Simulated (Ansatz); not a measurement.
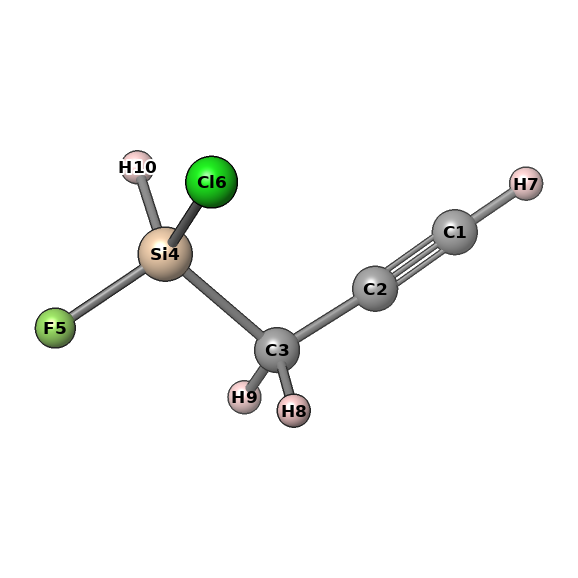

Depth is shown by fading: the farther an atom, the more it takes the colour of the background. The geometry was computed by an optimisation with PBE-D4/def2-SVP. No frequency run is at hand to confirm it as a minimum.

> Find the stereocentres and stereogenic double bonds.

Centres: Si4.

> What are the Cahn–Ingold–Prelog descriptors?

Si4: S (priorities Cl6 > F5 > C3 > H10).
